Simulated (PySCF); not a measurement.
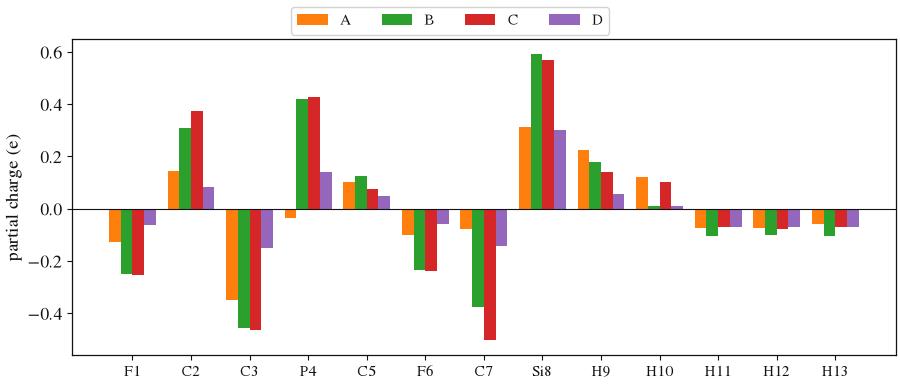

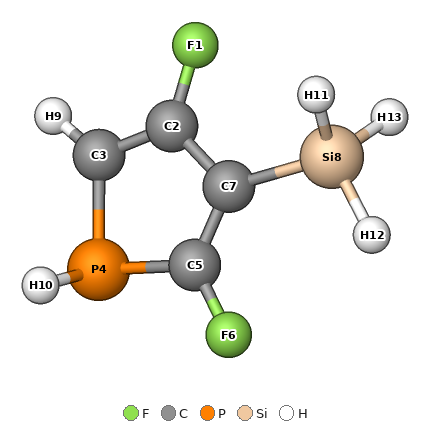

Atomic charges of C₄H₅F₂PSi, SMILES Fc1c[pH]c(F)c1[SiH3] by 4 schemes, PBE0/pcSseg-1, PySCF, at a PBE0-D3(BJ)/def2-SVP geometry (no frequency check).

Question: The schemes are ESP fit, Hirshfeld, IAO and Mulliken. Which series is which?

Answer: A: ESP fit (C7 −0.08 e); B: IAO (C7 −0.38 e); C: Mulliken (C7 −0.51 e); D: Hirshfeld (C7 −0.14 e).
